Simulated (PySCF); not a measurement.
AlH

```xyz
2

Al    0.0000    0.0000   -0.0600
H     0.0000    0.0000    1.6050
```

The calculation used PBE0/def2-TZVPP, non-relativistic Hamiltonian with scalar-relativistic core potentials where named, at a bond length of 1.665 Å in PySCF.

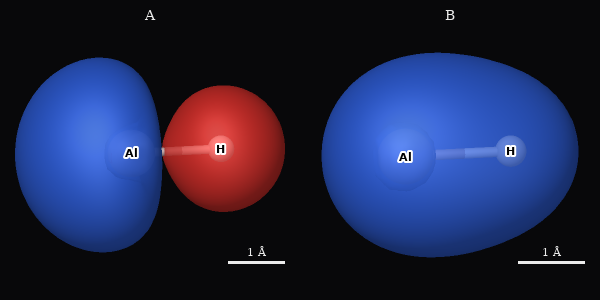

Figure 1. Two frontier orbitals, each drawn at the value that holds 80 % of its norm (blue and red are the two phases), in no order; of a degenerate pair one member is drawn.

Question: Label each orbital by symmetry, say whether it is occupied, and order them by energy.

Answer: Orbital B: σ, occupied, −10.20 eV; shared between the atoms (Al 65 %, H 35 %).
Orbital A: σ, occupied, −5.83 eV; mainly on Al (75 %).

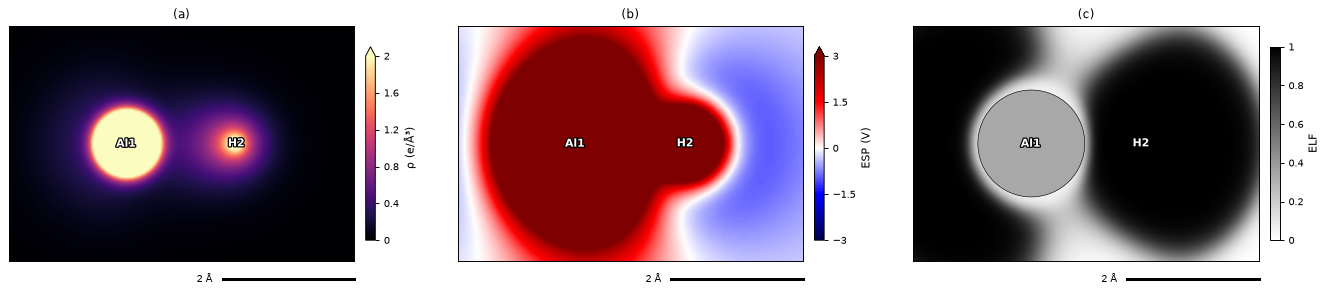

Figure 2. (a) total electron density; (b) electrostatic potential; (c) electron localisation function on a plane that holds the molecular axis. Grey discs cover the atomic cores in the ELF map.

Question: Describe what can be read from this map.

Answer:
- The plane passes through Al and H nuclei.
- Al–H (1.66 Å): ρ is about 0.5 e/Å³ halfway; the ELF climbs to about 1 towards the hydrogen.
- Outside the dense part of the molecule the potential is most negative (−1.0 V) near H2.

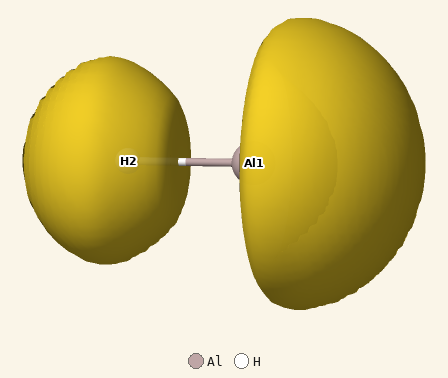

Figure 3. Isosurface of the ELF at 0.9 (yellow), seen from one side. Core shells and regions of very low density are left out.

Question: Where are the electrons localised?

Answer: The surface consists of one region around a hydrogen nucleus and one lobe on Al, pointing away from the bonds (lone pairs).
